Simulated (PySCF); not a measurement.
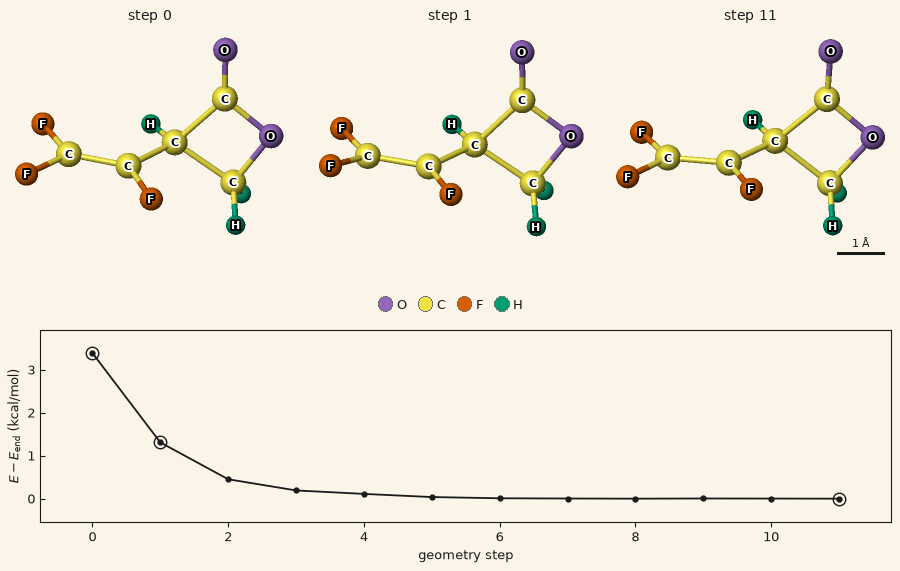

Frames of a relaxation of C5H3F3O2, marked on the history of the run. A ball-and-stick model, seen at a tilt.

The start comes from GFN2-xTB. Its atoms were then displaced at random by about 0.01 Å.

Computed with PBE0-D3(BJ)/def2-SVP geometry optimisation, gas phase (PySCF). 

What happens along the run?

The largest move after the best rigid fit is that of an F atom, 0.24 Å. Largest moves by element: F 0.24 Å, O 0.15 Å, H 0.10 Å, C 0.09 Å. Near-neighbour distances that change, for instance: C–O 1.398 → 1.444 Å, C–F 1.334 → 1.303 Å, C–C 1.564 → 1.537 Å, C–O 1.332 → 1.354 Å. Bond angles that change, for instance: O–C–H 114.8° → 111.5°, C–C–H 113.6° → 111.1°, C–C–H 116.9° → 114.4°. The energy falls by 3.39 kcal/mol in 11 geometry steps. From step 0 to 1: an F atom moves most (0.23 Å), energy −2.08 kcal/mol. From step 1 to 11: an F atom moves most (0.28 Å), energy −1.31 kcal/mol.

```tsv
step	E − E(0), kcal/mol
0	0.00
1	-2.08
2	-2.94
3	-3.20
4	-3.28
5	-3.35
6	-3.38
7	-3.39
8	-3.39
9	-3.38
10	-3.39
11	-3.39
```
